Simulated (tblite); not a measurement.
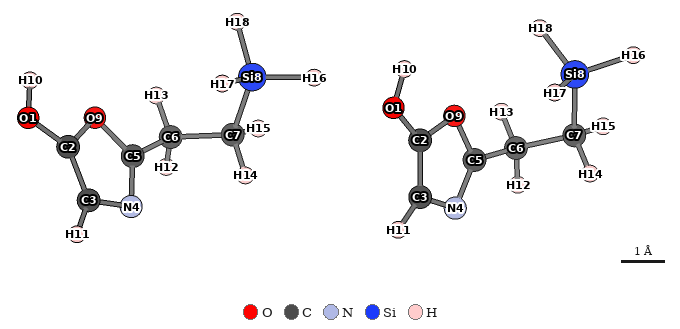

Two geometries of C₅H₉NO₂Si, drawn at one scale. One is the start of a relaxation, the other its converged end. The picture is a ball-and-stick view, seen from a free direction.

Theory: GFN2-xTB geometry optimisation, gas phase (tblite 0.8.0). 

Which geometry has the lower energy?

Answer. The right one is the relaxed one. The energy falls by 22.1 kJ/mol in 160 geometry steps. The largest move after the best rigid fit is that of H10, 1.03 Å. By element the largest moves are H 1.03 Å, O 0.70 Å, N 0.53 Å, Si 0.43 Å, C 0.33 Å. Near-neighbour distances that change, for instance: N4–C5 1.333 → 1.288 Å, C7–Si8 1.873 → 1.906 Å, Si8–H18 1.486 → 1.464 Å, Si8–H16 1.485 → 1.464 Å. Among the angles between lasting bonds that change: C2–O1–H10 103.3° → 109.0°, O1–C2–O9 114.5° → 119.3°, O1–C2–C3 135.7° → 132.2°. Groups turn about C5–C6 by about 35°. The run took 0.75 s on 1 thread of AMD EPYC 9B45, with other jobs on the host.
